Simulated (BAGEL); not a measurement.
**HF/3-21G (density fitting with qzvpp-jkfit) run of CH5AlOSi (SMILES [CH2]1O[SiH2][AlH]1)**

Aim: the vertical ionisation energy of CH5AlOSi at HF/3-21G (density fitting with qzvpp-jkfit), from 2 runs. 

Program for the calculation: BAGEL 1.2.2.

1 further run of the same task is left out (it didn't finish). Runs told in other sessions of the task aren't counted.

### Step 1. Starting point

The species is CH5AlOSi (9 atoms), meant as a singlet with charge 0. SMILES: `[CH2]1O[SiH2][AlH]1`. The coordinates come from a PBE0-D4/def2-TZVP relaxation.

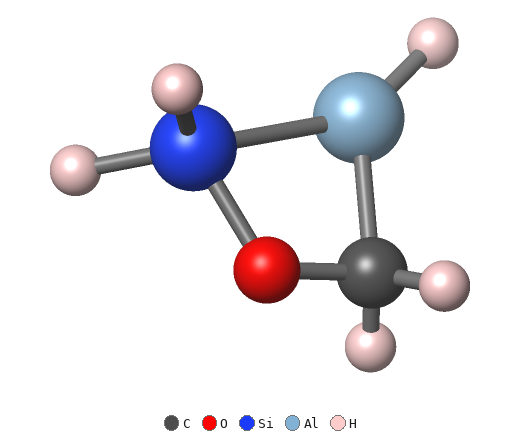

Viewed from a chosen angle; carbon dark grey, oxygen red, silicon blue, aluminium light blue, hydrogen pink.

### Step 2. The energy at HF/3-21G (density fitting with qzvpp-jkfit)

Input file hf.json:

```json
{ "bagel": [

{
  "title": "molecule",
  "basis": "3-21g",
  "df_basis": "qzvpp-jkfit",
  "angstrom": true,
  "geometry": [
    { "atom": "C", "xyz": [   -0.309900,    1.022500,   -0.653500 ] },
    { "atom": "O", "xyz": [    0.621100,   -0.021300,   -1.022900 ] },
    { "atom": "Si", "xyz": [    0.767800,   -1.223900,    0.135800 ] },
    { "atom": "Al", "xyz": [   -0.858800,    0.279300,    1.121100 ] },
    { "atom": "H", "xyz": [   -1.090200,    1.097600,   -1.420100 ] },
    { "atom": "H", "xyz": [    0.213300,    1.986000,   -0.643000 ] },
    { "atom": "H", "xyz": [    2.177700,   -1.338300,    0.615000 ] },
    { "atom": "H", "xyz": [    0.422400,   -2.560600,   -0.433300 ] },
    { "atom": "H", "xyz": [   -1.855100,    0.712400,    2.283700 ] }
  ]
},
{ "title": "hf" },
{ "title": "print", "file": "orbitals.molden", "orbitals": true }

]}
```

Launch:

```
$ BAGEL_NUM_THREADS=1 BAGEL hf.json > hf.out
```

What it wrote:

```text
* using 1 threads per process

  ===============================================================
  ===============================================================

  *** Geometry ***

  { "atom" : "C", "xyz" : [     -0.585626,      1.932245,     -1.234936 ] },
  { "atom" : "O", "xyz" : [      1.173709,     -0.040251,     -1.933001 ] },
  { "atom" : "Si", "xyz" : [      1.450932,     -2.312836,      0.256625 ] },
  { "atom" : "Al", "xyz" : [     -1.622897,      0.527801,      2.118572 ] },
  { "atom" : "H", "xyz" : [     -2.060179,      2.074163,     -2.683600 ] },
  { "atom" : "H", "xyz" : [      0.403079,      3.752996,     -1.215094 ] },
  { "atom" : "H", "xyz" : [      4.115257,     -2.529020,      1.162182 ] },
  { "atom" : "H", "xyz" : [      0.798220,     -4.838833,     -0.818818 ] },
  { "atom" : "H", "xyz" : [     -3.505631,      1.346241,      4.315568 ] },

  Number of auxiliary basis functions:      498

  Since a DF basis is specified, we compute 2- and 3-index integrals:
    o Being stored without compression. Storage requirement is 0.012 GB

  Number of basis functions:       54
  Number of electrons      :       46

    * METHOD: MOLECULE                             0.31

  *** RHF ***

  === Nuclear Repulsion ===
   199.2225434528

      * DIIS with orbital gradients will be used.

  === RHF iteration (3-21g) ===
      0       -642.84553646          0.02026042           0.06
      1       -642.91942365          0.01324452           0.06
      2       -642.95899287          0.00180859           0.06
      3       -642.96042909          0.00042012           0.06
      4       -642.96051131          0.00014873           0.06
      5       -642.96052670          0.00003123           0.06
      6       -642.96052755          0.00000875           0.06
      7       -642.96052762          0.00000251           0.06
      8       -642.96052763          0.00000089           0.06
      9       -642.96052763          0.00000033           0.06
     10       -642.96052763          0.00000011           0.06
     11       -642.96052763          0.00000004           0.06
     12       -642.96052763          0.00000001           0.06
    * SCF iteration converged.

    * Permanent dipole moment:
           (    0.778476,    -0.275641,    -0.995163) a.u.

    * METHOD: HF                                   0.99

    * METHOD: PRINT                                0.01

  ===============================================================
```

Wall time 1.5 s (1 thread of Arm Neoverse N1, shared host); peak memory 0.088 GiB.

### Step 3. The doublet cation at the same level

Input file calc.json:

```json
{ "bagel": [

{
  "title": "molecule",
  "basis": "3-21g",
  "df_basis": "qzvpp-jkfit",
  "angstrom": true,
  "geometry": [
    { "atom": "C", "xyz": [   -0.309900,    1.022500,   -0.653500 ] },
    { "atom": "O", "xyz": [    0.621100,   -0.021300,   -1.022900 ] },
    { "atom": "Si", "xyz": [    0.767800,   -1.223900,    0.135800 ] },
    { "atom": "Al", "xyz": [   -0.858800,    0.279300,    1.121100 ] },
    { "atom": "H", "xyz": [   -1.090200,    1.097600,   -1.420100 ] },
    { "atom": "H", "xyz": [    0.213300,    1.986000,   -0.643000 ] },
    { "atom": "H", "xyz": [    2.177700,   -1.338300,    0.615000 ] },
    { "atom": "H", "xyz": [    0.422400,   -2.560600,   -0.433300 ] },
    { "atom": "H", "xyz": [   -1.855100,    0.712400,    2.283700 ] }
  ]
},
{ "title": "uhf", "charge": 1, "nopen": 1 },
{ "title": "print", "file": "orbitals.molden", "orbitals": true }

]}
```

Launch:

```
$ BAGEL_NUM_THREADS=1 BAGEL calc.json > calc.out
```

What it wrote:

```text
* using 1 threads per process

  ===============================================================
  ===============================================================

  *** Geometry ***

  { "atom" : "C", "xyz" : [     -0.585626,      1.932245,     -1.234936 ] },
  { "atom" : "O", "xyz" : [      1.173709,     -0.040251,     -1.933001 ] },
  { "atom" : "Si", "xyz" : [      1.450932,     -2.312836,      0.256625 ] },
  { "atom" : "Al", "xyz" : [     -1.622897,      0.527801,      2.118572 ] },
  { "atom" : "H", "xyz" : [     -2.060179,      2.074163,     -2.683600 ] },
  { "atom" : "H", "xyz" : [      0.403079,      3.752996,     -1.215094 ] },
  { "atom" : "H", "xyz" : [      4.115257,     -2.529020,      1.162182 ] },
  { "atom" : "H", "xyz" : [      0.798220,     -4.838833,     -0.818818 ] },
  { "atom" : "H", "xyz" : [     -3.505631,      1.346241,      4.315568 ] },

  Number of auxiliary basis functions:      498

  Since a DF basis is specified, we compute 2- and 3-index integrals:
    o Being stored without compression. Storage requirement is 0.012 GB

  Number of basis functions:       54
  Number of electrons      :       46

    * METHOD: MOLECULE                             0.31

  *** Open-shell HF ***

  === Nuclear Repulsion ===
   199.2225434528

      * DIIS with orbital gradients will be used.

  === UHF iteration (3-21g) ===
      0       -642.50321929          0.04011066           0.12
      1       -642.59715035          0.02672928           0.12
      2       -642.62061275          0.01880383           0.12
      3       -642.63868252          0.00121912           0.12
      4       -642.63909251          0.00049471           0.12
      5       -642.63917187          0.00022519           0.12
      6       -642.63923657          0.00017454           0.12
      7       -642.63927487          0.00016752           0.12
      8       -642.63930814          0.00016668           0.12
      9       -642.63935337          0.00016605           0.12
     10       -642.63941219          0.00015887           0.12
     11       -642.63962690          0.00016512           0.12
     12       -642.63970256          0.00016927           0.12
     13       -642.63968115          0.00014748           0.12
     14       -642.63987118          0.00048697           0.12
     15       -642.63982429          0.00012673           0.12
     16       -642.63994446          0.00033459           0.12
     17       -642.63998550          0.00011202           0.12
     18       -642.64002198          0.00015899           0.12
     19       -642.64002362          0.00009637           0.12
     20       -642.64002673          0.00008763           0.12
     21       -642.64002923          0.00001377           0.12
     22       -642.64002985          0.00001109           0.12
     23       -642.64003052          0.00000537           0.12
     24       -642.64003084          0.00000216           0.12
     25       -642.64003085          0.00000103           0.12
     26       -642.64003086          0.00000031           0.12
     27       -642.64003086          0.00000008           0.12
     28       -642.64003086          0.00000005           0.12
     29       -642.64003086          0.00000002           0.12
     30       -642.64003086          0.00000002           0.12
     31       -642.64003086          0.00000001           0.12
     32       -642.64003086          0.00000001           0.12
    * SCF iteration converged.

    * S^2 (UHF) is 0.7850

    * Permanent dipole moment:
           (    1.020399,    -0.311751,    -1.363565) a.u.

    * METHOD: UHF                                  4.14

    * METHOD: PRINT                                0.01

  ===============================================================
```

Run time: 4.8 s. Hardware: 1 thread of Arm Neoverse N1, shared host; peak memory 0.088 GiB.

### Step 4. Results

At HF/3-21G (density fitting with qzvpp-jkfit):

| quantity | value |
| --- | --- |
| singlet CH5AlOSi: total energy | -642.96053 Eh |
| singlet CH5AlOSi: dipole moment | 3.29 D |
| singlet CH5AlOSi: HOMO energy | -9.51 eV |
| singlet CH5AlOSi: LUMO energy | 0.63 eV |
| singlet CH5AlOSi: HOMO–LUMO gap | 10.14 eV |
| doublet cation: total energy | -642.64003 Eh |
| doublet cation: ⟨S²⟩ | 0.785 |
| vertical ionisation energy (to the doublet cation) | 8.721 eV |

In words: The vertical ionisation energy comes to 8.72 eV (841 kJ/mol). The negative HOMO energy of the first species, 9.51 eV, lies 0.78 eV above that difference.
